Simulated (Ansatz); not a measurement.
```yaml
atoms:
  - { symbol: Si, position_ang: [-0.0451, 0.0003, -0.0314] }
  - { symbol: F, position_ang: [-0.0127, -0.0194, 1.5549] }
  - { symbol: F, position_ang: [1.4544, 0.0108, -0.5503] }
  - { symbol: H, position_ang: [-0.7017, 1.2438, -0.4712] }
  - { symbol: H, position_ang: [-0.6949, -1.2355, -0.5020] }
```

Geometry: r2SCAN-D4/def2-TZVP.

These are results of RKS PBE0-D4/def2-TZVP in Ansatz 0.2.0, not measurements.

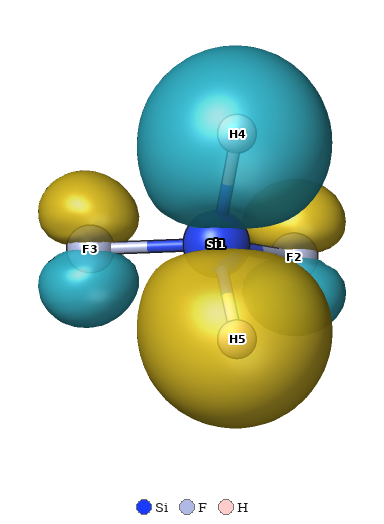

F2H2Si. The HOMO at ±0.1 Å⁻³ᐟ² (yellow and cyan are the two phases), seen at a tilt.

### Where does this orbital lie, and at what energy?

By Hirshfeld shares it lies mainly on Si1 (about 30 %), H4 (about 25 %), H5 (about 25 %), F2 (about 10 %) and F3 (about 10 %). Its energy is −9.89 eV.
